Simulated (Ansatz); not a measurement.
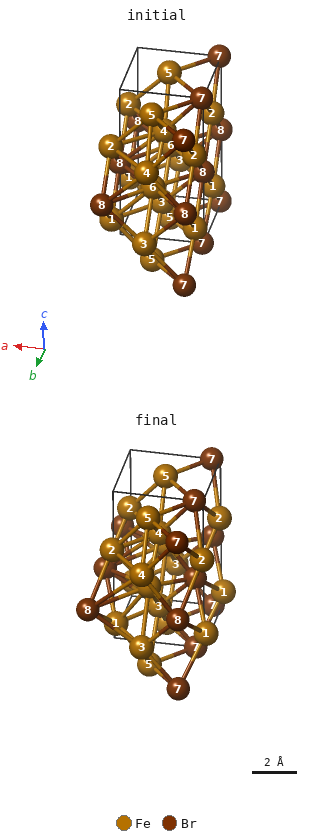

The structure of solid Fe3Br (built on the Cu3Au (L1_2)_221 type) (coarse preliminary run) before (top) and after (bottom) a relaxation, at one scale.

Style: ball-and-stick. Shown: the cell of the calculation, repeated 1 × 2 × 1 with one cell outlined, from a free direction.

Theory: DFT PBE, scalar-relativistic, plane waves, PAW in Ansatz.

The input:
```yaml
crystal:
  lattice:
    - [3.8874703312, -0.0047414141, -0.0188911778]
    - [-0.0047414141, 3.7994623131, 0.0338022612]
    - [-0.0377823555, 0.0676045225, 7.7625338012]
  atoms:
    - { symbol: Fe, position: [-0.0044900565, 0.5032183709, 0.2498436741], spin: 3.15 }
    - { symbol: Fe, position: [0.0061166331, 0.4877768127, 0.7482740681], spin: 3.15 }
    - { symbol: Fe, position: [0.4958588531, 0.0047014303, 0.2565244952], spin: 3.15 }
    - { symbol: Fe, position: [0.4699752059, -0.0124276668, 0.7439689432], spin: 3.15 }
    - { symbol: Fe, position: [0.5122019342, 0.498770162, 0.0009896271], spin: 3.15 }
    - { symbol: Fe, position: [0.4979616778, 0.5040009669, 0.5036253332], spin: 3.15 }
    - { symbol: Br, position: [1.0193633641, 0.0035202798, 0.000253775], spin: 0.16 }
    - { symbol: Br, position: [0.0030123883, 0.0104396442, 0.4965200841], spin: 0.16 }
basis:
  ecutwfc: 420
kpoints:
  mp_grid: { grid: [6, 6, 4] }
hamiltonian:
  xc: pbe
scf:
  occupations: { method: gaussian, width: 0.1 }
output:
  forces: true
  stress: true
  eigenvalues: true
  populations: true
magnetization:
  spin_polarized: true
relax:
  adjacent_minimum: "off"
  f_tol: 0.015
  max_steps: 120
  cell: { stress_tol: 0.15 }
```

Launched with:
```bash
ansatz run input.yaml --threads 1 --pin off --max-ram 2560MiB --backend cpu --events-out ev --progress --plain --runs-dir out
```

What changed between the two?

Answer. The run was cut off at its time limit before the relaxation converged, so the last structure is only a point on the way. The largest move relative to the cell is that of Fe1, 0.48 Å along −a. Largest moves by element: Fe 0.48 Å, Br 0.42 Å. Cell: a 3.888 → 4.191 Å (+7.8 %), b 3.800 → 3.712 Å (−2.3 %), c 7.763 → 7.793 Å (+0.4 %), α 89.0° → 90.1°, β 90.6° → 89.8°. Volume +5.8 %. Among the contacts that change: Fe4–Br8 2.839 → 3.331 Å, Fe2–Fe4 2.624 → 3.046 Å, Fe2–Fe4 (another image) 2.616 → 3.032 Å, Fe6–Br8 2.720 → 3.096 Å. The space group stays P1 (No. 1). The energy falls by 0.285 eV per cell of the calculation in 4 geometry steps. Largest force component: 0.46 eV/Å at the start, 0.25 eV/Å at the end. The pressure goes from 0.79 to 0.86 GPa. Cost: 24 min on 1 thread of Arm Neoverse V2, on a shared host, peak memory 1.1 GiB.
